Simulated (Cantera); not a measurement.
Charge: 1 mol Al(CH₃)₃, 21 mol NH₃, 7.9 mol N₂, 1.1 mol O₂, equilibrated at 0.133 bar.

Method: chemical equilibrium by Gibbs-energy minimisation in Cantera with the NASA 1993 tables (ideal gas, pure condensed phases). Candidate condensed phases: Al, AlN, Al₂O₃, C, C₆H₆, C₇H₈, C₈H₁₈, H₂O; 148 gas species. The feed counts by its element totals alone. Mutual solubility and eutectic melting of coexisting phases are not modelled. Equilibrium is a limit: real reactors are often held back by kinetics, nucleation or transport.

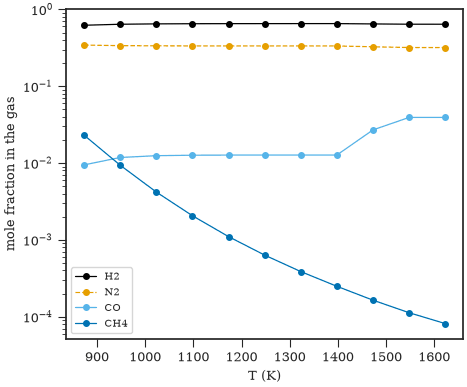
Figure: Equilibrium gas composition (values under 1e-9 drawn at 1e-9)

From 873 K to 1398 K the condensed part is Al₂O₃(s) + C(graphite). At 1473 K the condensed part is AlN(s) + Al₂O₃(s) + C(graphite). From 1548 K to 1623 K the condensed part is AlN(s) + C(graphite).
